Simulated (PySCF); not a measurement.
System: LiMg (doublet).

```xyz
2

Li    0.0000    0.0000   -2.3976
Mg    0.0000    0.0000    0.7014
```

Theory: PySCF, PBE0/cc-pVDZ(-PP), non-relativistic Hamiltonian with scalar-relativistic core potentials where named, at a bond length of 3.099 Å.

What can the converged electron density, electron localisation function and spin density tell about the bonding?

Answer. Li–Mg (3.10 Å): ρ is about 0.09 e/Å³ halfway; the ELF peaks at about 1 between the atoms.
The unpaired spin (1 electron) lies mostly on Li1 (about 0.6) and Mg2 (about 0.4), in electrons by Hirshfeld's partition.

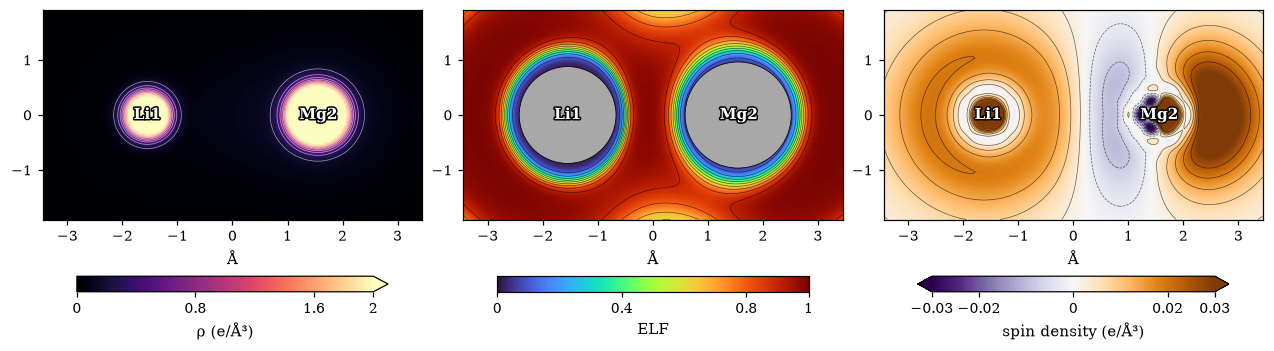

Computed electron density, electron localisation function and spin density on a plane that holds the molecular axis, in this order. Grey discs cover the atomic cores in the ELF map. 
